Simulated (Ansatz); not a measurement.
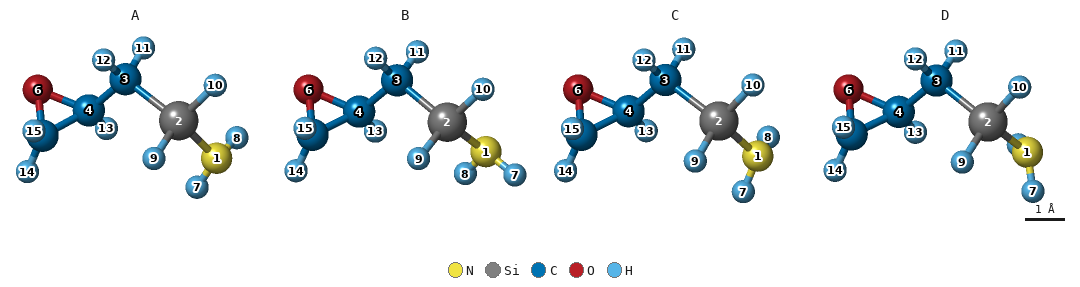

4 geometries from a converged minimum-energy path of C$_{3}$H$_{9}$NOSi, shuffled. A ball-and-stick model, seen at a tilt.

Method: RKS PBE-D4/cc-pVDZ in Ansatz. Settings: 5 movable images; climbing image; force threshold 0.03 eV/Å; iteration limit 60; starting path through a guess of the saddle point.

### Which frame is the top of the path?

D. In order along the path, whose images run from 0 to 6: B (image 1, +0.008 eV), D (image 3, +0.067 eV), C (image 5, +0.025 eV), A (image 6, +0.012 eV). The motion is a rotation about the N–Si bond by about 130°. No bond forms or breaks between the ends. Among the angles between lasting bonds that change up to the highest image: N–Si–H 115.8° → 110.4°, N–Si–H 106.0° → 110.9°.
